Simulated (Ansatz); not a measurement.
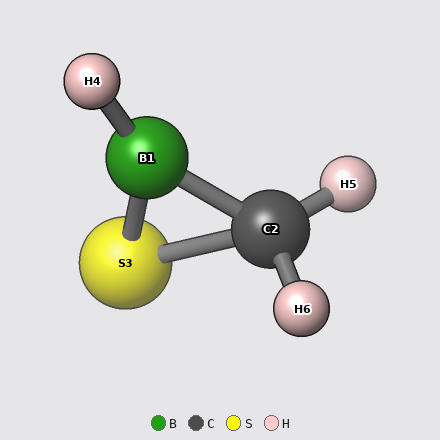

The system is CH₃BS (SMILES B1CS1) with the probe Cl-; the picture shows it without the atoms that are moved over the map. The probe is moved over the molecule's main plane. The first coordinate is: x of the probe's Cl atom; the second: y of the probe's Cl atom. Nothing is relaxed (molecule and probe rigid). The grid has 15 × 19 points. At 67 points there is no value (left out of the scan, as a rule where atoms come close). Points are written as (first, second). All energies are given in eV relative to the lowest grid point. Level of theory: RKS CAM-B3LYP-D4/def2-SVPD (Ansatz).

Range: x of the probe's Cl atom from −4.06 to 4.06 Å; y of the probe's Cl atom from −5.22 to 5.22 Å.

What landscape does the calculation give?

Answer. The lowest grid point is at (−3.48 Å, 2.32 Å) [nearest 2 H at 2.83 Å]. There is a further well near (−2.32 Å, −4.06 Å) [nearest 1 H at 2.66 Å] (0.11 eV above the lowest at that grid point). The highest grid point, (−1.74 Å, 1.74 Å) [nearest 2 H at 1.28 Å], lies 16.30 eV above the lowest.

```
y of the probe's Cl atom ↓, x of the probe's Cl atom →  −4.06  −3.48  −2.90  −2.32  −1.74  −1.16  −0.58  0.00  0.58  1.16  1.74  2.32  2.90  3.48  4.06
                                                  4.64   0.19   0.17   0.14   0.13   0.12   0.13   0.14  0.17  0.20  0.23  0.25  0.28  0.30  0.32  0.33
                                                  3.48   0.11   0.06   0.02   0.04   0.14   0.27   0.32  0.29  0.24  0.22  0.22  0.23  0.26  0.28  0.31
                                                  2.32   0.03   0.00   0.30   1.82   5.87  10.34   9.46  6.76     –     –     –  1.09  0.49  0.29  0.27
                                                  1.16   0.01   0.13   1.54   8.24      –      –      –     –     –     –     –     –     –  0.80  0.29
                                                  0.00   0.05   0.18   1.38   6.66      –      –      –     –     –     –     –     –     –  1.00  0.26
                                                 −1.16   0.09   0.13   0.70   3.42      –      –      –     –     –     –     –     –     –  0.29  0.19
                                                 −2.32   0.13   0.12   0.33   1.68   7.49      –      –     –  8.25  3.60  1.47  0.53  0.23  0.21  0.25
                                                 −3.48   0.18   0.14   0.12   0.21   0.60   1.34   1.80  1.42  0.76  0.37  0.25  0.23  0.25  0.28  0.31
                                                 −4.64   0.23   0.21   0.18   0.15   0.13   0.13   0.14  0.16  0.19  0.22  0.25  0.28  0.30  0.32  0.33
```

The table holds every second grid line.

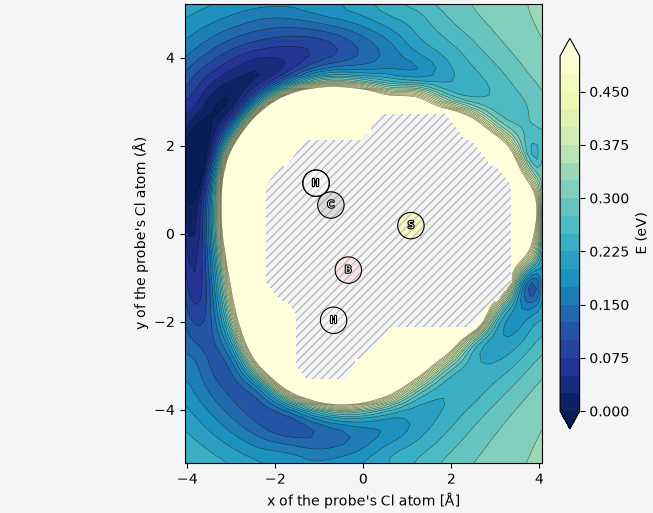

Drawn: filled contours, labelled circles for the molecule's atoms, projected on the plane, one colour for all values above the top of the scale, hatched blanks where no value was computed. Between grid points the surface is interpolated.

Time for the 218 points that were run: 38 min on 1 thread of Arm Neoverse N1 (shared host).
